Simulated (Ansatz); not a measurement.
CH$_{4}$F$_{2}$Si···HBr

```xyz
10

Si   -0.4860   -0.9612   -0.0950
C     0.6375    0.1857    0.8515
F    -0.0839   -0.9158   -1.6644
F    -0.1613   -2.4677    0.3976
H    -1.9396   -0.7374    0.0417
H     0.2236    1.4117   -1.1469
Br   -0.8593    2.2935   -1.6202
H     0.6463   -0.1432    1.9088
H     0.3476    1.2477    0.8482
H     1.6753    0.0869    0.4786
```

Not at a stationary point (largest force 1.3 eV/Å).

Level of theory: Ansatz 0.2.0, RKS r2SCAN/def2-SVP.

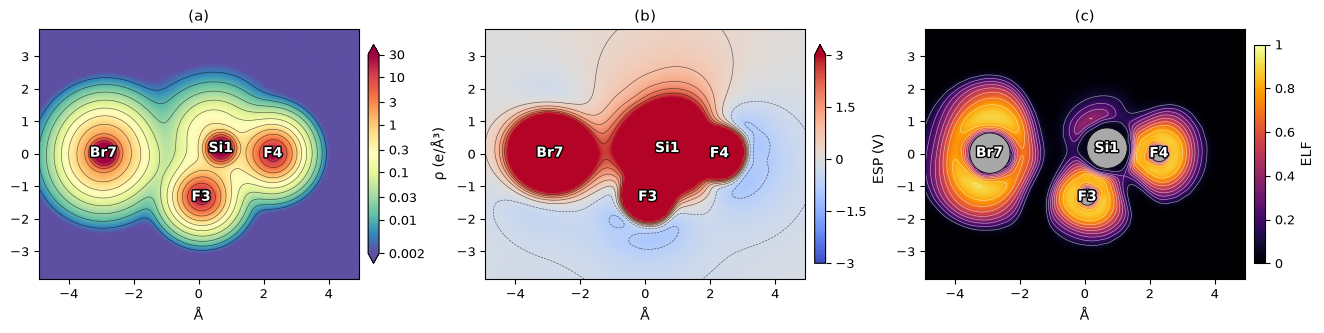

Figure 1. (a) total electron density; (b) electrostatic potential; (c) ELF on the plane of atoms F3, Si1 and F4. Grey discs cover the atomic cores in the ELF map.

What does the map show?

- Atoms in the plane: Si, F and Br.
- Si–F (1.62 Å): the density is about 1 e/Å³ at the midpoint; the ELF peaks at about 0.85 in the valence shell of F, 0.6 Å from its nucleus, and is about 0.40 at the midpoint.
- The ELF also peaks beside F3, Br7 and F4, away from the bonds: lone-pair regions.
- Outside the dense part of the complex the potential is most negative (−1.0 V) near F4.

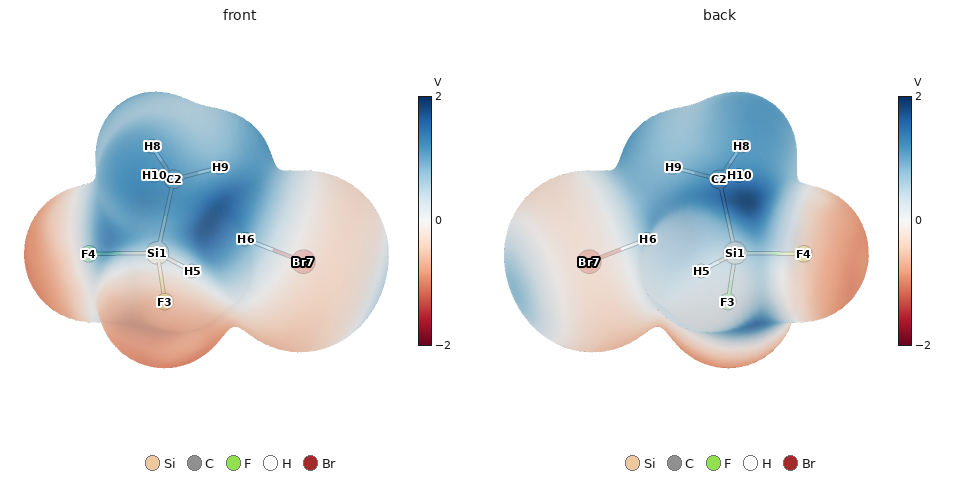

Figure 2. The molecular electrostatic potential painted on the density surface at 0.002 e/bohr³, seen from the front and from behind; the colour scale runs from red (negative) to blue (positive).

Describe the electrostatic potential map.

The most negative region (about −0.9 V) lies over F3 and F4, the most positive (about +1.8 V) over Si1 and H6. Br7 shows a σ-hole: about +0.8 V at the tip opposite its bond, against about −0.4 V on its flanks.

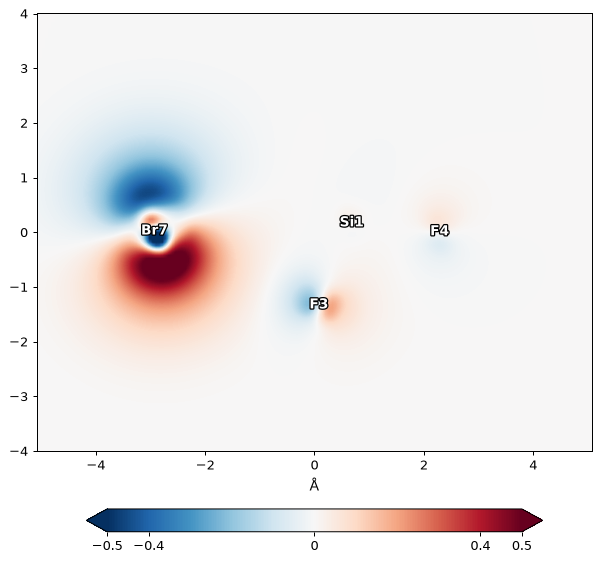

Figure 3. The HOMO on the plane of atoms F3, Si1 and F4 (values in Å⁻³ᐟ²; the overall sign is arbitrary).

Describe this orbital and give its energy.

Its weight (Hirshfeld) is mainly on Br7 (about 95 %); largely a lone pair of Br7. Its energy is −7.64 eV.
